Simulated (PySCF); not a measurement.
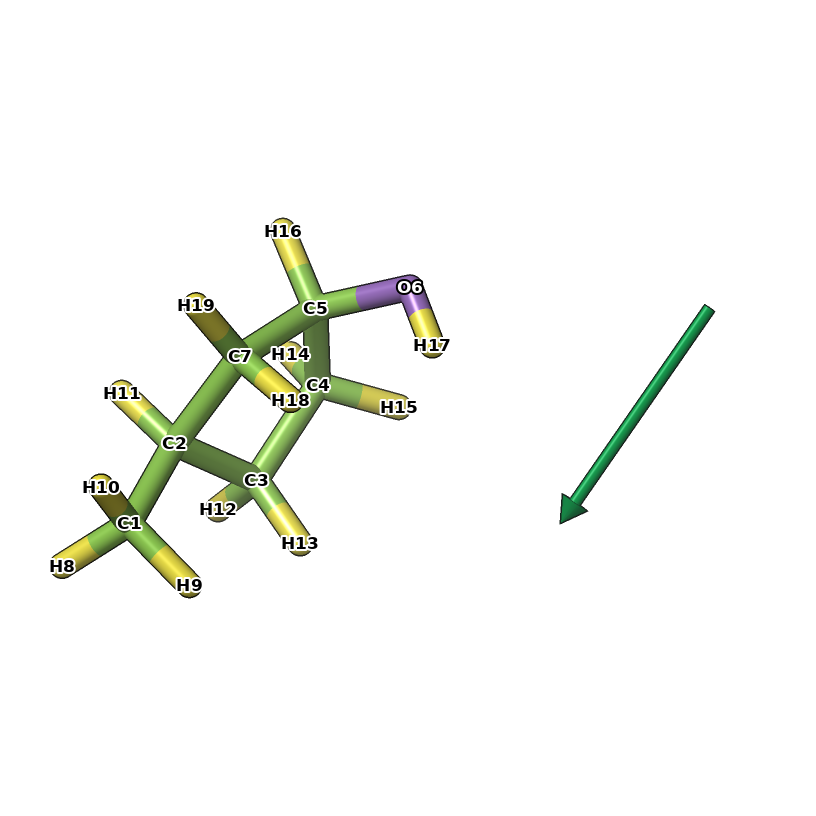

The arrow beside the molecule shows the direction of the dipole moment, from the negative to the positive end (its length means nothing). Geometry: a frame of a GFN2-xTB molecular-dynamics simulation, not a minimum. Level of theory: PBE0/pcSseg-1, gas phase (PySCF 2.14.0).

**Estimate the dipole moment.**

1.86 D; it points from the side of O6 to the side of H8 (the outermost atoms at the two ends).
